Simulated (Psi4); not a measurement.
**PBE/def2-TZVPD (sweep point 5) run of GeH2 (SMILES [H][Ge][H])**

Aim: the vertical ionisation energy of GeH2 at PBE/def2-TZVPD (sweep point 5), from 2 runs. Input form: a Python script.

Program for the calculation: Psi4 1.11.

4 further runs of the same task are left out: 4 set aside as unsound or not needed.

## (1) Starting point

GeH2: 3 atoms, total charge 0, spin state singlet. As SMILES, `[H][Ge][H]`. Geometry: a GFN2-xTB relaxation, a rough one for these elements and not checked as a minimum.

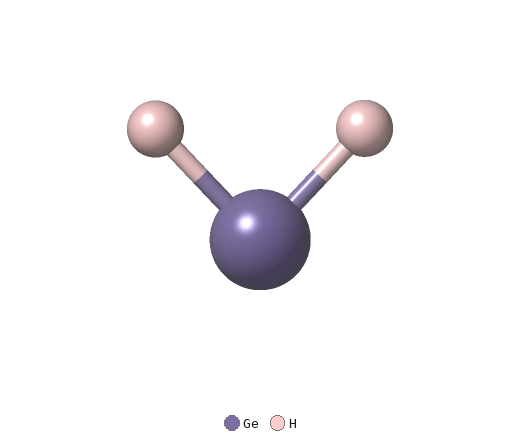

Viewed from a chosen angle; germanium purple, hydrogen pink.

## (2) The energy at PBE/def2-TZVPD (sweep point 5)

calc.py

```python
import psi4

psi4.set_memory(1600000000)
psi4.set_num_threads(1)
psi4.set_output_file('geh2.out', False)

mol = psi4.geometry("""
0 1
Ge     0.004590    -0.009050    -0.781020
H      1.098840    -0.017820     0.398440
H     -1.103430     0.026870     0.382580
units angstrom
symmetry c1
""")

options = {'basis': 'def2-TZVPD', 'puream': True, 'scf_type': 'pk', 'dft_radial_points': 75, 'dft_spherical_points': 302}
psi4.set_options(options)

e_tot = psi4.energy('pbe')
print('E =', round(e_tot, 9))
```

Run with:

```
$ python calc.py
```

geh2.out:

```text
[...]
  Running in c1 symmetry.
[...]
  Nuclear repulsion =   21.301569509305626
[...]
  Multiplicity = 1
[...]
  Nalpha       = 17
  Nbeta        = 17
[...]
    Number of basis functions: 72
[...]
   @RKS iter   1: -2076.17915318726591   -1.57174e+00   4.40391e-02 ADIIS/DIIS
[...]
   @RKS iter   9: -2077.82215869163565   -4.74301e-09   6.21604e-08 DIIS
[...]
    Orbital Energies [Eh]
    ---------------------
    Doubly Occupied:
       1A   -397.070184     2A    -49.176064     3A    -43.792695
       4A    -43.788228     5A    -43.787287     6A     -5.976927
       7A     -4.202105     8A     -4.188363     9A     -4.185395
      10A     -1.104598    11A     -1.101270    12A     -1.098957
      13A     -1.090311    14A     -1.088354    15A     -0.470999
      16A     -0.271239    17A     -0.221520
[...]
  @RKS Final Energy: -2077.82215869163565
   => Energetics <=
    Nuclear Repulsion Energy =             21.3015695093056259
    One-Electron Energy =               -2937.5259124079557296
    Two-Electron Energy =                 917.7658838595220914
    DFT Exchange-Correlation Energy =     -79.3636996525074352
    Empirical Dispersion Energy =           0.0000000000000000
    VV10 Nonlocal Energy =                  0.0000000000000000
    Total Energy =                      -2077.8221586916356500
[...]
 Multipole Moments:
 ------------------------------------------------------------------------------------
     Multipole            Electronic (a.u.)      Nuclear  (a.u.)        Total (a.u.)
 ------------------------------------------------------------------------------------
 L = 1.  Multiply by 2.5417464519 to convert [e a0] to [Debye]
 Dipole X            :         -0.0143735            0.0148500            0.0004766
 Dipole Y            :         -2.5620093            2.4299087           -0.1321005
 Dipole Z            :         -0.0000000           -0.0000000           -0.0000000
 Magnitude           :                                                    0.1321014
[...]
```

The script printed:

```text
E = -2077.822158692
```

Wall time 7.2 s (1 thread of AMD EPYC 7R43 (Zen 3), shared host); peak memory 0.41 GiB.

## (3) The doublet cation, same level

calc.py

```python
import psi4

psi4.set_memory(1600000000)
psi4.set_num_threads(1)
psi4.set_output_file('run.log', False)

m = psi4.geometry("""
1 2
Ge     0.004590    -0.009050    -0.781020
H      1.098840    -0.017820     0.398440
H     -1.103430     0.026870     0.382580
symmetry c1
""")

psi4.set_options({
    'reference': 'uks',
    'puream': True,
    'scf_type': 'pk',
    'dft_radial_points': 75,
    'dft_spherical_points': 302,
    'maxiter': 150,
})

result = psi4.energy('pbe/def2-TZVPD', molecule=m)
print(f'total energy {result:.8f} hartree = {result * 27.211386:.5f} eV')
```

Run with:

```
$ python calc.py
```

run.log:

```text
[...]
  Running in c1 symmetry.
[...]
  Nuclear repulsion =   21.301569509305626
[...]
  Multiplicity = 2
[...]
  Nalpha       = 17
  Nbeta        = 16
[...]
    Number of basis functions: 72
[...]
   @UKS iter   1: -2076.06905646944369   -1.46164e+00   4.23425e-02 ADIIS/DIIS
[...]
   @UKS iter  10: -2077.47155775905412   -3.23157e-08   1.14556e-07 DIIS
[...]
   @S^2 Observed:                7.526978085E-01
[...]
    Orbital Energies [Eh]
    ---------------------
    Alpha Occupied:
       1A   -397.401490     2A    -49.504374     3A    -44.121183
       4A    -44.117678     5A    -44.115722     6A     -6.305563
       7A     -4.530096     8A     -4.518498     9A     -4.513463
      10A     -1.432730    11A     -1.430424    12A     -1.426010
      13A     -1.419761    14A     -1.417411    15A     -0.772744
      16A     -0.556983    17A     -0.533550
    Alpha Virtual:
      18A     -0.418521    19A     -0.264355    20A     -0.219372
      21A     -0.146433    22A     -0.135714    23A     -0.128693
      24A     -0.119635    25A     -0.076882    26A     -0.076311
[...]
  @UKS Final Energy: -2077.47155775905412
   => Energetics <=
    Nuclear Repulsion Energy =             21.3015695093056259
    One-Electron Energy =               -2926.6057040711302761
    Two-Electron Energy =                 906.9328293159435361
    DFT Exchange-Correlation Energy =     -79.1002525131728049
    Empirical Dispersion Energy =           0.0000000000000000
    VV10 Nonlocal Energy =                  0.0000000000000000
    Total Energy =                      -2077.4715577590541216
[...]
 Multipole Moments:
 ------------------------------------------------------------------------------------
     Multipole            Electronic (a.u.)      Nuclear  (a.u.)        Total (a.u.)
 ------------------------------------------------------------------------------------
 L = 1.  Multiply by 2.5417464519 to convert [e a0] to [Debye]
 Dipole X            :         -0.0142458            0.0148500            0.0006042
 Dipole Y            :         -2.3469797            2.4299087            0.0829291
 Dipole Z            :         -0.0000000           -0.0000000           -0.0000000
 Magnitude           :                                                    0.0829313
[...]
```

The script printed:

```text
total energy -2077.47155776 hartree = -56530.88046 eV
```

Wall time 9.9 s (1 thread of AMD EPYC 7R43 (Zen 3), shared host); peak memory 0.41 GiB.

## (4) Results

At PBE/def2-TZVPD (sweep point 5):

| quantity | value |
| --- | --- |
| singlet GeH2: total energy | -2077.82216 Eh |
| singlet GeH2: dipole moment | 0.34 D |
| singlet GeH2: HOMO energy | -6.03 eV |
| singlet GeH2: LUMO energy | -3.95 eV |
| singlet GeH2: HOMO–LUMO gap | 2.07 eV |
| doublet cation: total energy | -2077.47156 Eh |
| doublet cation: HOMO energy (highest over α and β) | -14.52 eV |
| doublet cation: LUMO energy (lowest over α and β) | -13.08 eV |
| doublet cation: ⟨S²⟩ | 0.753 |
| vertical ionisation energy (to the doublet cation) | 9.540 eV |

**Reading.** Removing an electron at fixed nuclei costs 9.54 eV (921 kJ/mol). −ε(HOMO) before ionisation, 6.03 eV, is 3.51 eV below this ionisation energy.
